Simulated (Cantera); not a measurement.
A closed system holds: 1 mol Si3N4, 0.23 mol N2O, 5.4 mol N2, equilibrated at 0.450 Pa.

Cantera equilibrium calculation (NASA polynomials, part measured and part estimated; ideal gas, pure solids and liquids). Candidate condensed phases: Si, SiO2, Si2N2O, Si3N4; 16 gas species. Mutual solubility and eutectic melting of coexisting phases are not modelled. The tables' values for SiN are old estimates; treat these amounts as uncertain. Equilibrium is a limit: real reactors are often held back by kinetics, nucleation or transport.

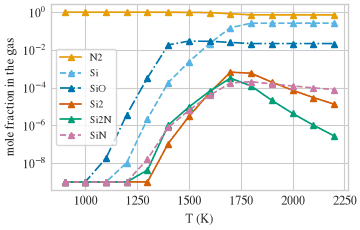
Figure: Equilibrium gas composition (values under 1e-9 drawn at 1e-9)

From 900 K to 1300 K the condensed part is Si2N2O(s) + Si3N4(s). At 1400 K the condensed part is Si(s) + Si2N2O(s). From 1500 K to 1600 K the condensed part is Si(s). At 1700 K the condensed part is Si(l). From 1800 K to 2200 K nothing is condensed.
